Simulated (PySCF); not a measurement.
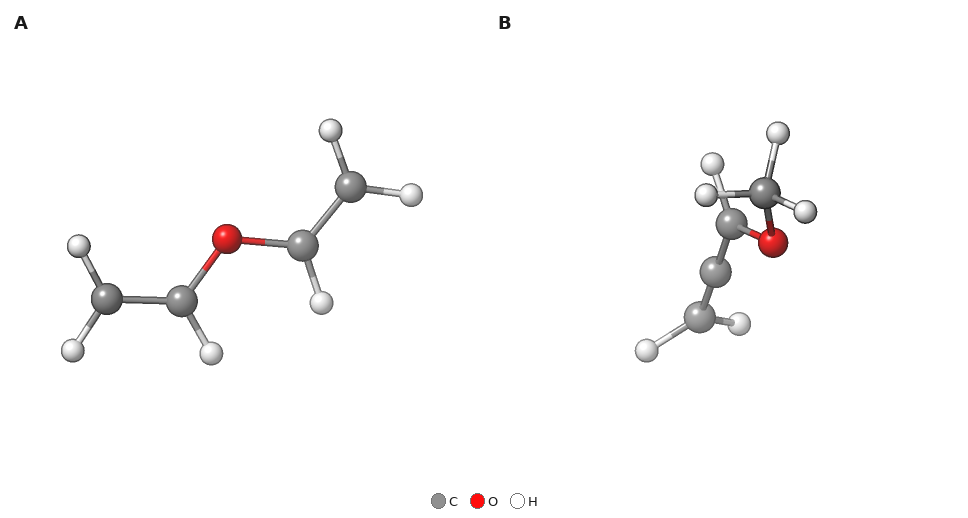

Distant atoms are faded towards the background colour. The geometry was computed by an optimisation with PBE0-D3(BJ)/def2-SVP. No frequency run is at hand to confirm it as a minimum.

### How are A and B related: the same structure turned, mirror images, conformers, diastereomers or constitutional isomers?

They are constitutional isomers of C4H6O: A is C=COC=C, B is C=C=COC
